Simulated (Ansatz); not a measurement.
Consider GaAs2.

The calculation's input:

```
crystal:
  lattice:
    - [3.9307588737, 0.0, 0.0]
    - [-1.9653794369, 3.4041370408, 0.0]
    - [0.0, 0.0, 11.4251423663]
  atoms:
    - { symbol: Ga, position: [0.3333333333, 0.6666666667, 0.0830634905] }
    - { symbol: Ga, position: [0.6666666667, 0.3333333333, 0.9169365095] }
    - { symbol: As, position: [0.6666666667, 0.3333333333, 0.5569349254] }
    - { symbol: As, position: [0.3333333333, 0.6666666667, 0.4430650746] }
    - { symbol: As, position: [0.6666666667, 0.3333333333, 0.1637517369] }
    - { symbol: As, position: [0.3333333333, 0.6666666667, 0.8362482631] }
basis:
  ecutwfc: 420
kpoints:
  mp_grid: { grid: [12, 12, 4] }
hamiltonian:
  xc: pbe
scf:
  occupations: { method: gaussian, width: 0.1 }
output:
  forces: true
  stress: true
  eigenvalues: true
  write_density: true
  write_potential: true
  elf: true
  volumetric_format: npy
relax:
  adjacent_minimum: "off"
  f_tol: 0.001
  max_steps: 60
  cell: { stress_tol: 0.01 }
```

Run with:

```sh
ansatz run input.yaml --threads 3 --pin off --max-ram 7680MiB --backend cpu --events-out ev --progress --plain --runs-dir out
```

Below, planes, directions and counts refer to the conventional cell (a = 3.93 Å, b = 3.93 Å, c = 11.44 Å, α = 90.00°, β = 90.00°, γ = 120.00°).

The fields are those of the run's last geometry, not of the input's.

Space group P-3m1; a generated structure, not necessarily the stable one.

Level of theory: DFT PBE, scalar-relativistic, plane waves, PAW (Ansatz).

What will maps of the valence pseudo-density and electron localisation function show?

Answer. Ga–As (2.82 Å): ρ is about 0.27 e/Å³ halfway, with its minimum of 0.23 e/Å³ about 1.2 Å from Ga; the ELF peaks at about 0.50 in the valence shell of As, 1.2 Å from its nucleus, and is about 0.45 at the midpoint.

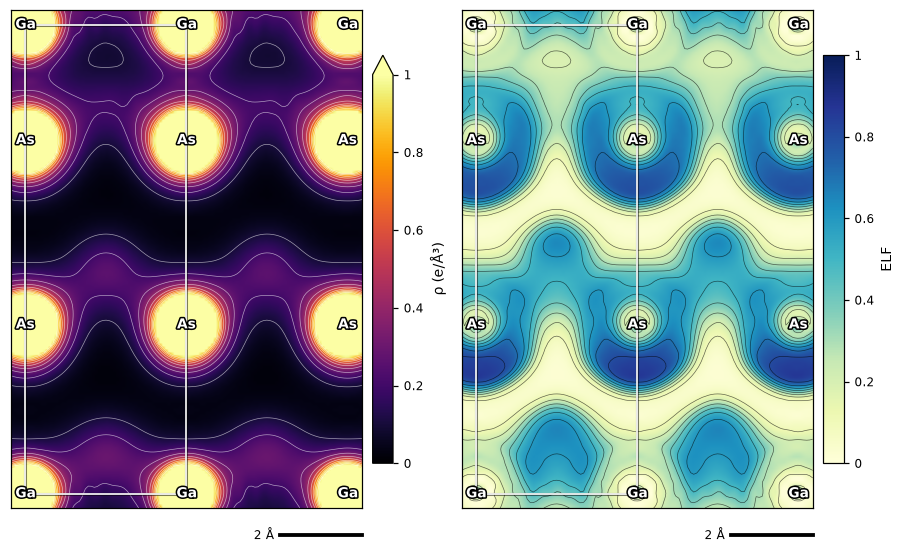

Computed valence pseudo-density and electron localisation function on the (100) plane of the conventional cell, in this order. 

In a PAW calculation such maps are meaningful between the atoms, not at the nuclei.
